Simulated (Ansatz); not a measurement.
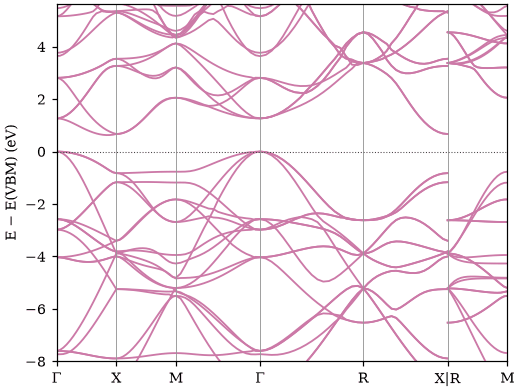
Fig. 1. Band structure from PBE (plane waves, PAW; program Ansatz)

Problem. Read off the gap and where the band edges lie.

Solution. About 0.6 eV (0.63 eV by a search for the band edges); maximum at Γ, minimum on the Γ–X line, 85 % of the way from Γ.

Problem. Which compound is it?
(A) BP, Pm-3n (B on 6c, P on 6d)
(B) SiC, Pm-3n (Si on 6c, C on 6d)
(C) KTaO3, cubic perovskite
(D) TlBr, CsCl type

Solution. A, BP, Pm-3n (B on 6c, P on 6d)

The start of the workflow was typed in or built on a structure type; neither database checked (COD, Materials Project) lists it. It is not the phase usual at ambient conditions (space group No. 216). The cell was relaxed with PBE under the symmetry of its start; its stability against distortions is not shown here.

Potentials: the later of the program's two PAW sets.
